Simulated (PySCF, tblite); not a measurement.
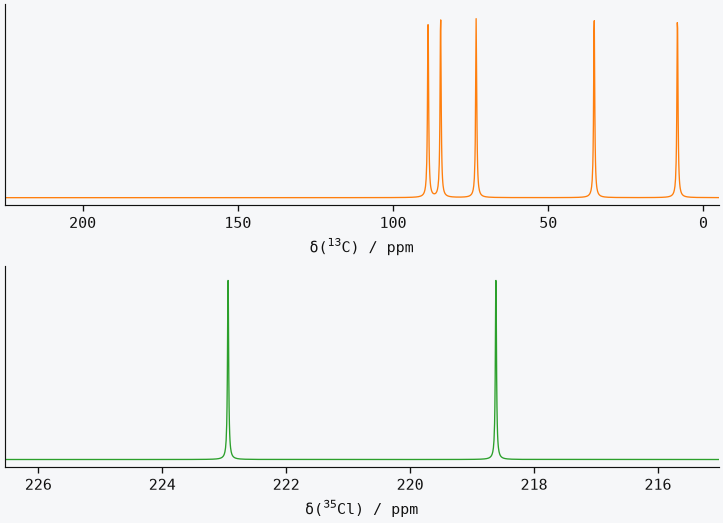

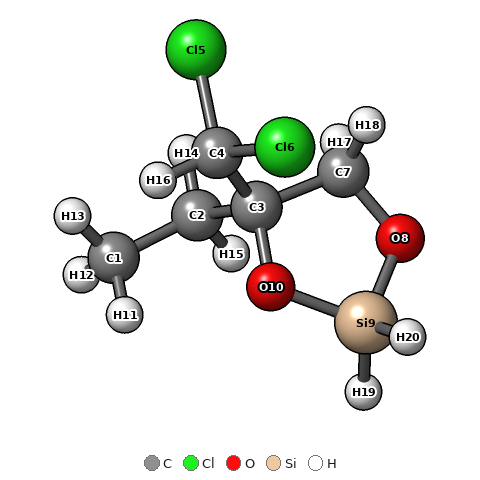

Spectrum and numbered structure of C₅H₁₀Cl₂O₂Si, SMILES CC[C@]1(C(Cl)Cl)CO[SiH2]O1. GIAO shifts, PBE0/pcSseg-1 in PySCF 2.14.0, at a GFN2-xTB geometry (a minimum by its frequencies), against TMS for ¹³C and HCl for ³⁵Cl computed at the same level (Cl: the usual scale starts at aqueous chloride instead). Gas phase, fully decoupled, line heights follow the number of nuclei, widths are arbitrary (no quadrupolar broadening); values of one conformer, averaged over methyl-type rotors and exact or near symmetry; other conformers aren't averaged in.

Question: Which atoms give which ¹³C line?

Answer:
| δ (ppm) | nuclei | atoms |
| --- | --- | --- |
| 88.7 | 1 | C4 |
| 84.7 | 1 | C3 |
| 73.2 | 1 | C7 |
| 35.2 | 1 | C2 |
| 8.4 | 1 | C1 |

Question: Which atoms give which ³⁵Cl line?

Answer:
```csv
δ (ppm),nuclei,atoms
222.9,1,Cl5
218.6,1,Cl6
```

Note: the tight-binding geometry is rougher than a DFT one and adds to the error.
